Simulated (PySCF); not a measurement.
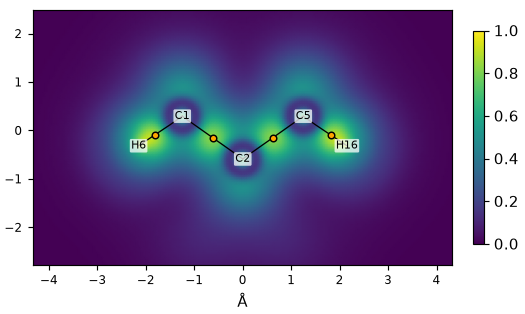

*C₅H₁₂, SMILES `CC(C)(C)C`. Localised orbital locator (LOL) in the plane of C1, C2, C5, H6 and H16, with bond paths and bond critical points (dots).*

Computed with PySCF, PBE/def2-TZVP, geometry: GFN2-xTB. No frequency check shows the geometry to be a minimum.

### Rank the bonds in the plane by LOL at their critical points.

C5–H16 and C1–H6: about 0.88; C2–C5 and C1–C2: about 0.82. Values above 0.5 mark slow, localised electrons, as in shared pairs; low values at a critical point mark a polar or closed-shell contact whose critical point lies between the shells.

### Where along C5–H16 does the critical point lie?

0.69 Å from C5 and 0.40 Å from H16.
